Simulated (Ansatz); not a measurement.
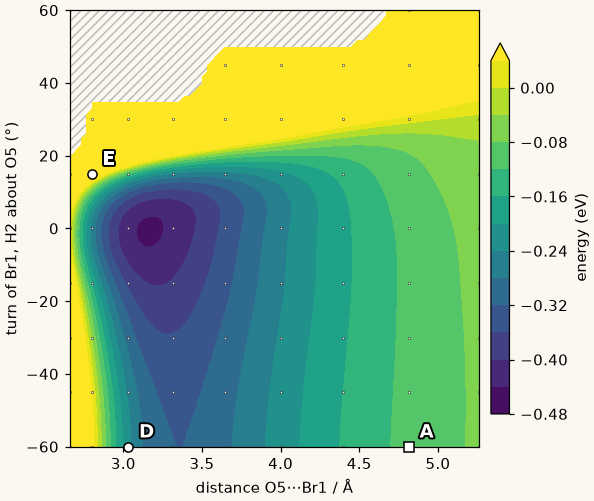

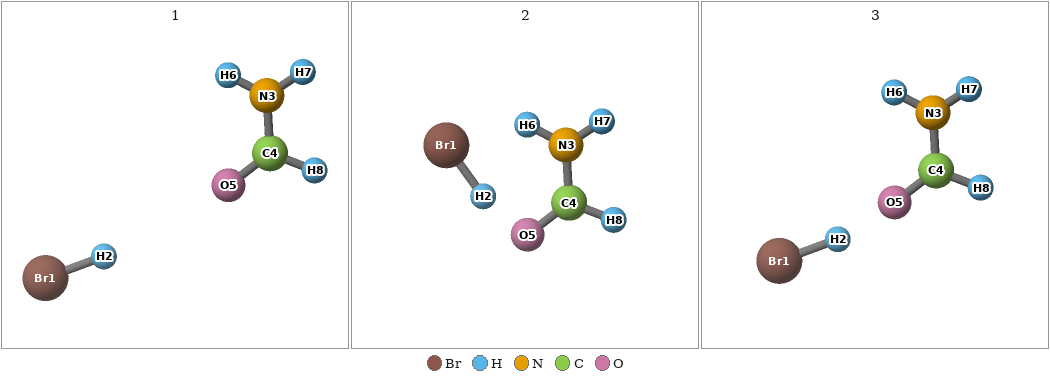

The pair BrH···CH₃NO. 
- The turn is about an axis along (−0.35, −0.94, 0.03) in the frame of the relaxed pair, normal to the line between the partners.
- Coordinates scanned: (1) distance O5···Br1; (2) turn of Br1, H2 about O5.
- The grid has 9 × 9 points. At 12 points there is no value (left out of the scan, as a rule where atoms come close).
- Points are written as (first, second).
- Energies: eV, counted from the two partners far apart, frozen as in the relaxed pair, each in its own basis (no counterpoise correction).
- Theory: RHF-MP2, frozen core/def2-SVPD in Ansatz 0.2.0.

The picture shows filled contours, dots at the grid points, one colour for all values above the top of the scale, hatched blanks where no value was computed, lettered points. Between grid points the surface is interpolated. The numbered pictures are the structures at these points, in random order.

**Which structure belongs to which point?**

A is structure 1: (4.815 Å, −60°), −0.11 eV; D is structure 3: (3.032 Å, −60°), −0.23 eV; E is structure 2: (2.800 Å, 15°), 0.19 eV.
